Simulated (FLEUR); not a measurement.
# CrO2: parallel and opposed starts

Wanted: the moments of CrO2 and the energy of each order that was tried.

Main program and level: FLEUR MaX-R8.1; LDA (VWN) with U = 3.5 eV on Cr d; all-electron FLAPW, Dirac cores, scalar-relativistic bands.

## Step 1: The structure

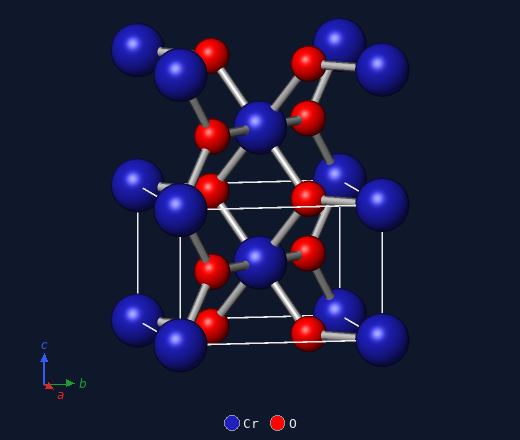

The starting structure, seen slightly off an axis (chromium blue, oxygen red). 1×1×2 cells are drawn. Some periodic images of atoms are drawn too.

As a file:

```xyz
6
Lattice="4.4210 0.0000 0.0000 0.0000 4.4210 0.0000 0.0000 0.0000 2.9170" Properties=species:S:1:pos:R:3 pbc="T T T"
Cr    0.0000    0.0000    0.0000
Cr    2.2105    2.2105    1.4585
O     1.3307    1.3307    0.0000
O     0.8798    3.5412    1.4585
O     3.0903    3.0903    0.0000
O     3.5412    0.8798    1.4585
```

## Step 2: Run 1 (ferro ++)

The parallel start comes first: it shows whether parallel moments hold. The U counters the self-interaction that shrinks the moments of a localised shell.

inpgen writes inp.xml from crystal.txt; cutoffs, mixing, functional, smearing and local orbitals are then set in the file. The k list default-1 (kpts.xml, not shown) is a Γ-centred 8×8×8 mesh; where the ranks do not divide the number of points, some are split in two of half the weight.

File inp.xml:

```
<?xml version="1.0" encoding="UTF-8" standalone="no"?>
<fleurInput fleurInputVersion="0.39">
   <comment>
      CrO2
   </comment>
   <calculationSetup>
      <cutoffs Kmax="4.4" Gmax="13.2" GmaxXC="13.2" numbands="0"/>
      <scfLoop itmax="130" minDistance="0.0001" maxIterBroyd="15" imix="Anderson" alpha="0.05" precondParam="0.0" spinf="2.0" sdNocoIR="T"/>
      <coreElectrons ctail="T" frcor="F" kcrel="0" coretail_lmax="0"/>
      <xcFunctional name="vwn" relativisticCorrections="F"/>
      <magnetism jspins="2"/>
      <soc l_soc="F" theta="0.0" phi="0.0" spav="F"/>
      <expertModes spex="0" secvar="F"/>
      <geometryOptimization l_f="F" forcealpha="1.0" forcemix="BFGS" epsdisp="0.00001" epsforce="0.00001"/>
      <ldaU l_linMix="F" mixParam="0.05" spinf="1.0"/>
   </calculationSetup>
   <cell>
      <bzIntegration valenceElectrons="52.0" mode="hist" fermiSmearingEnergy="0.00183747">
         <kPointListSelection listName="default-1"/>
         <xi:include xmlns:xi="http://www.w3.org/2001/XInclude" href="kpts.xml"> </xi:include>
      </bzIntegration>
      <xi:include xmlns:xi="http://www.w3.org/2001/XInclude" href="sym.xml"> </xi:include>
      <bulkLattice scale="1.0">
         <bravaisMatrix>
            <row-1>    8.3544791968565999     0.0000000000000000     0.0000000000000000</row-1>
            <row-2>    0.0000000000000000     8.3544791968565999     0.0000000000000000</row-2>
            <row-3>    0.0000000000000000     0.0000000000000000     5.5123311054581992</row-3>
         </bravaisMatrix>
      </bulkLattice>
   </cell>
   <atomSpecies>
      <species name="Chromium (3.000" element="Cr" atomicNumber="24">
         <mtSphere radius="2.22" gridPoints="735" logIncrement="0.016"/>
         <atomicCutoffs lmax="8" lnonsphr="6"/>
         <electronConfig flipSpins="F">
            <coreConfig>(1s1/2) (2s1/2) (2p1/2) (2p3/2)</coreConfig>
            <valenceConfig>(3s1/2) (3p1/2) (3p3/2) (4s1/2) (3d3/2) (3d5/2)</valenceConfig>
            <stateOccupation state="(4s1/2)" spinUp="0.5" spinDown="0.5"/>
            <stateOccupation state="(3d3/2)" spinUp="1.0" spinDown="1.0"/>
            <stateOccupation state="(3d5/2)" spinUp="3.0" spinDown="0.0"/>
         </electronConfig>
         <energyParameters s="4" p="4" d="3" f="4"/>
         <ldaU l="2" U="3.5" J="0.0" l_amf="F"/>
         <lo type="SCLO" l="0" n="3" eDeriv="0"/>
         <lo type="SCLO" l="1" n="3" eDeriv="0"/>
      </species>
      <species name="Oxygen (O)" element="O" atomicNumber="8">
         <mtSphere radius="1.25" gridPoints="415" logIncrement="0.025"/>
         <atomicCutoffs lmax="6" lnonsphr="4"/>
         <electronConfig flipSpins="F">
            <coreConfig>(1s1/2)</coreConfig>
            <valenceConfig>(2s1/2) (2p1/2) (2p3/2)</valenceConfig>
            <stateOccupation state="(2p1/2)" spinUp="0.666667" spinDown="0.666667"/>
            <stateOccupation state="(2p3/2)" spinUp="1.333333" spinDown="1.333333"/>
         </electronConfig>
         <energyParameters s="2" p="2" d="3" f="4"/>
      </species>
   </atomSpecies>
   <atomGroups>
      <atomGroup species="Chromium (3.000">
         <relPos label="                   1">.0000000000 .0000000000 .0000000000</relPos>
         <relPos label="                   2">1.000/2.000 1.000/2.000 1.000/2.000</relPos>
         <force calculate="T" relaxXYZ="TTT"/>
      </atomGroup>
      <atomGroup species="Oxygen (O)">
         <relPos label="                   3">.3010000000 .3010000000 .0000000000</relPos>
         <relPos label="                   4">.1990000000 -.1990000000 1.000/2.000</relPos>
         <relPos label="                   5">-.3010000000 -.3010000000 .0000000000</relPos>
         <relPos label="                   6">-.1990000000 .1990000000 1.000/2.000</relPos>
         <force calculate="T" relaxXYZ="TTT"/>
      </atomGroup>
   </atomGroups>
   <output dos="F" band="F" slice="F">
      <bandDOS minEnergy="-.5*Htr" maxEnergy="0.5*Htr" sigma="0.015" storeEVData="T"/>
      <plotting iplot="0" polar="F">
         <plot TwoD="T" vec1="  1.0  0.0  0.0" vec2="  0.0  1.0  0.0" vec3="  0.0  0.0  1.0" zero="  0.0  0.0  0.0" file="plot"/>
      </plotting>
      <moessbauerParams electricFieldGradient="F" isomerShift="F" coreHyperfine="F" valenceHyperfine="F"/>
   </output>
</fleurInput>
```

File crystal.txt:

```
CrO2
&input film=F cartesian=F /
4.42100000000  0.00000000000  0.00000000000
0.00000000000  4.42100000000  0.00000000000
0.00000000000  0.00000000000  2.91700000000
1.8897261246
1.0 1.0 1.0

6
24 0.00000000000  0.00000000000  0.00000000000 : 3.000
24 0.50000000000  0.50000000000  0.50000000000 : 3.000
8 0.30100000000  0.30100000000  0.00000000000
8 0.19900000000  0.80100000000  0.50000000000
8 0.69900000000  0.69900000000  0.00000000000
8 0.80100000000  0.19900000000  0.50000000000

&kpt div1=8 div2=8 div3=8 gamma=T /
```

Command:

```bash
OMP_NUM_THREADS=1 inpgen -f crystal.txt > inpgen.log  # inp.xml is then edited as shown
OMP_NUM_THREADS=1 mpirun -n 4 fleur_MPI > fleur.log
```

What it wrote:

```text
Welcome to FLEUR        (www.flapw.de)
      MaX-Release 8.1          (www.max-centre.eu)

 ========== k-point set info ==========
 Selected k-point list: default-1
 k-point list type: mesh
 0 x 0 x 0
 Number of k points: 76

 ------------Calculation Setup---------------------------
 Number of MPI-tasks      :            4
 Number of PE/node        :            4
 Number of OMP-threads    :            1
 k-points in parallel     :            4
 pe's per k-point         :            1
 No of k-point loops      :           19
 Eigenvalue solver        :       lapack
 Number of basis functions:          608
 Approximate size of matrices (H+S) per k-point:         0.006 GB
 --------------------------------------------------------
 no density matrix found ... skipping LDA+U
 Reset of history
 Iteration:     1   Distance:      51.08346198 me/bohr^3
 Iteration:     2   Distance:      45.84337764 me/bohr^3
 Iteration:     3   Distance:      38.92425977 me/bohr^3
 Iteration:     4   Distance:      16.41945803 me/bohr^3
 Iteration:     5   Distance:      24.45069208 me/bohr^3
 Iteration:     6   Distance:      10.06763835 me/bohr^3
 Iteration:     7   Distance:       5.25328755 me/bohr^3
 Iteration:     8   Distance:       6.73432040 me/bohr^3
 Iteration:     9   Distance:       1.99380539 me/bohr^3
 Iteration:    10   Distance:       0.93222355 me/bohr^3
 Iteration:    11   Distance:       0.73871170 me/bohr^3
 Iteration:    12   Distance:       0.23907358 me/bohr^3
 Iteration:    13   Distance:       0.19310126 me/bohr^3
 Iteration:    14   Distance:       0.10708170 me/bohr^3
 Iteration:    15   Distance:       0.07851442 me/bohr^3
 Iteration:    16   Distance:       0.03712033 me/bohr^3
 Iteration:    17   Distance:       0.02733256 me/bohr^3
 Iteration:    18   Distance:       0.01507060 me/bohr^3
 Iteration:    19   Distance:       0.00874138 me/bohr^3
 Iteration:    20   Distance:       0.00563226 me/bohr^3
 Iteration:    21   Distance:       0.00301631 me/bohr^3
 Iteration:    22   Distance:       0.00109187 me/bohr^3
 Iteration:    23   Distance:       0.00041673 me/bohr^3
 Iteration:    24   Distance:       0.00018960 me/bohr^3
 Iteration:    25   Distance:       0.00012757 me/bohr^3
 Iteration:    26   Distance:       0.00001664 me/bohr^3

 ********************************************************************
 Run finished successfully
 Stop message:
   all done
 ********************************************************************

--- out.xml (last complete iteration) ---
<iteration numberForCurrentRun="   26" overallNumber="   26">
         [... left out ...]
         <bandgap value="0.0783176566" units="eV"/>
         <sumValenceSingleParticleEnergies value="-25.3528301697" units="Htr"/>
         <FermiEnergy value="0.2532008635" units="Htr"/>
         <valenceDensity>
            <mtCharges spin="1">
               <mtCharge atomType="1" total="7.3586178" s="1.1412327" p="3.1959816" d="2.9394404" f="0.0610018"/>
               <mtCharge atomType="2" total="1.8800983" s="0.6057121" p="1.2711353" d="0.0028261" f="0.0003638"/>
            </mtCharges>
            <mtCharges spin="2">
               <mtCharge atomType="1" total="5.1294481" s="1.1250102" p="3.1764950" d="0.7447482" f="0.0604996"/>
               <mtCharge atomType="2" total="2.0018986" s="0.6113240" p="1.3892077" d="0.0011487" f="0.0001844"/>
            </mtCharges>
            <spinDependentCharge spin="1" total="28.0000000" interstitial="5.7623712" mtSpheres="22.2376288"/>
            <spinDependentCharge spin="2" total="24.0000000" interstitial="5.7335097" mtSpheres="18.2664903"/>
            <totalCharge value="52.0000000000"/>
         </valenceDensity>
         [... left out ...]
         <allElectronCharges>
            <spinDependentCharge spin="1" total="42.0000000" interstitial="5.7623868" mtSpheres="36.2376132"/>
            <spinDependentCharge spin="2" total="38.0000000" interstitial="5.7335252" mtSpheres="32.2664748"/>
            <totalCharge value="79.9999999970"/>
         </allElectronCharges>
         <magneticMomentsInMTSpheres units="muBohr">
            <globalMagMoment atomType="1" vec="0.00000   0.00000   2.22917"/>
            <localMagMoment atomType="1" vec="0.00000   0.00000   2.22917"/>
            <globalMagMoment atomType="2" vec="0.00000   0.00000  -0.12180"/>
            <localMagMoment atomType="2" vec="0.00000   0.00000  -0.12180"/>
         </magneticMomentsInMTSpheres>
         <moessbauerParams unitsHFF="kG" unitsIS="e/bohr^3" unitsEFG="Htr/bohr^2">
         </moessbauerParams>
         <totalEnergy value="    -2396.8252954233" units="Htr">
            <sumOfEigenvalues value="    -1372.3256302548">
               <coreElectrons value="-1346.9728000850"/>
               <valenceElectrons value="-25.3528301697"/>
            </sumOfEigenvalues>
            <densityCoulombPotentialIntegral value="-3624.1002031659"/>
            <densityEffectivePotentialIntegral value="-3790.1938963276"/>
            <chargeDenXCDenIntegral value="-125.6394462346"/>
            <FockExchangeEnergyValence value="0.0000000000"/>
            <FockExchangeEnergyCore value="0.0000000000"/>
            <atomTypeDependentContributions atomType="1">
               <electronNucleiInteractionDifferentMTs value="2493.1095174721"/>
               <MadelungTerm value="-20.9932621899"/>
            </atomTypeDependentContributions>
            <atomTypeDependentContributions atomType="2">
               <electronNucleiInteractionDifferentMTs value="336.2836948385"/>
               <MadelungTerm value="-26.8940981508"/>
            </atomTypeDependentContributions>
            <dftUCorrection value="-0.2765589727"/>
            <tkbTimesEntropy value="0.0001934714"/>
            <freeEnergy value="-2396.8254888947"/>
            <extrapolationTo0K value="-2396.8253921590"/>
         </totalEnergy>
         <ldaUDensityMatrix>
            <densityMatrixFor spin="1" atomType="1" uIndex="1" l="2" U="3.50000000" J="0.00000000">
               (+0.51007,+0.00000) (+0.00000,+0.00000) (+0.00000,+0.17516) (+0.00000,+0.00000) (-0.03547,+0.00000)
               (+0.00000,+0.00000) (+0.58299,+0.00000) (+0.00000,+0.00000) (+0.00000,-0.23451) (+0.00000,+0.00000)
               (+0.00000,-0.17516) (+0.00000,+0.00000) (+0.75332,+0.00000) (+0.00000,+0.00000) (+0.00000,+0.17516)
               (+0.00000,+0.00000) (+0.00000,+0.23451) (+0.00000,+0.00000) (+0.58299,+0.00000) (+0.00000,+0.00000)
               (-0.03547,+0.00000) (+0.00000,+0.00000) (+0.00000,-0.17516) (+0.00000,+0.00000) (+0.51007,+0.00000)
            </densityMatrixFor>
            <densityMatrixFor spin="2" atomType="1" uIndex="1" l="2" U="3.50000000" J="0.00000000">
               (+0.15078,+0.00000) (+0.00000,+0.00000) (+0.00000,-0.06308) (+0.00000,+0.00000) (-0.04913,+0.00000)
               (+0.00000,+0.00000) (+0.16499,+0.00000) (+0.00000,+0.00000) (+0.00000,+0.08326) (+0.00000,+0.00000)
               (+0.00000,+0.06308) (+0.00000,+0.00000) (+0.11321,+0.00000) (+0.00000,+0.00000) (+0.00000,-0.06308)
               (+0.00000,+0.00000) (+0.00000,-0.08326) (+0.00000,+0.00000) (+0.16499,+0.00000) (+0.00000,+0.00000)
               (-0.04913,+0.00000) (+0.00000,+0.00000) (+0.00000,+0.06308) (+0.00000,+0.00000) (+0.15078,+0.00000)
            </densityMatrixFor>
         </ldaUDensityMatrix>
         <ldaUDensityMatrixConvergence>
            <distance spin="1" distance="0.000001"/>
            <distance spin="2" distance="0.000000"/>
         </ldaUDensityMatrixConvergence>
         <densityConvergence units="me/bohr^3">
            <chargeDensity spin="1" distance="0.0000082117"/>
            <chargeDensity spin="2" distance="0.0000097050"/>
            <overallChargeDensity distance="0.0000166434"/>
            <spinDensity distance="0.0000067996"/>
         </densityConvergence>
      </iteration>
```

The job ended after 99 s (4 MPI ranks of AMD EPYC 7R32 (Zen 2), shared host; peak memory 0.31 GiB; 6.6 min of CPU time).

Spin moment in the muffin-tin sphere by atom:

| atom | spin moment in the muffin-tin sphere (μB) |
| --- | --- |
| Cr1 | 2.23 |
| Cr2 | 2.23 |
| O3 | -0.12 |
| O4 | -0.12 |
| O5 | -0.12 |
| O6 | -0.12 |

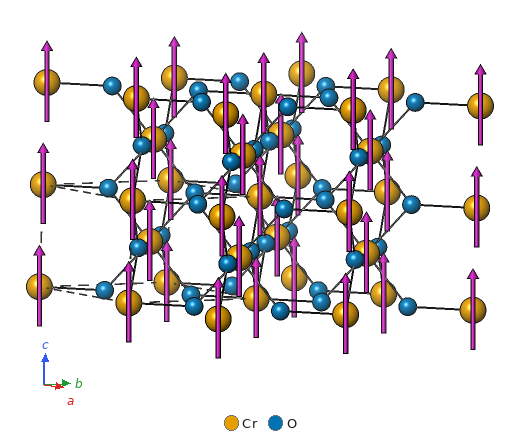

Spin moment in the muffin-tin sphere as arrows, the longest 2.23 μB. Up and down stand for the sign. Arrows give size and sign along the axis of quantisation, drawn up and down the page. 2×2×2 cells are drawn. Some periodic images of atoms are drawn too.

This step gave:

```yaml
free_energy: -65220.9441 eV
program_s_band_gap_on_this_mesh_in_a_metal_only_a_level_spacing: 0.07832 eV
magnetization: 4 μB
final_state: ferromagnetic, with opposed induced moments
```

After 26 cycles the largest moment stands at 2.23 μB.

(Part 1 of 3 ends here.)

[Logs and program files are shortened in this print: banners, set-up blocks, solver, clock and traceback lines can be left out without a mark of their own.]

[Logs are printed without paths, hosts, clocks, repeated set-up lines and the standing remarks that a program may print on its own settings, such as how far it seeks lower states.]

[Hosts, paths, dates, database ids (printed as entryN), source tags and the programs' standing remarks are cut or masked in the printed files.]

[Where a cell is said to come from a database of computed structures, the database is the Materials Project.]
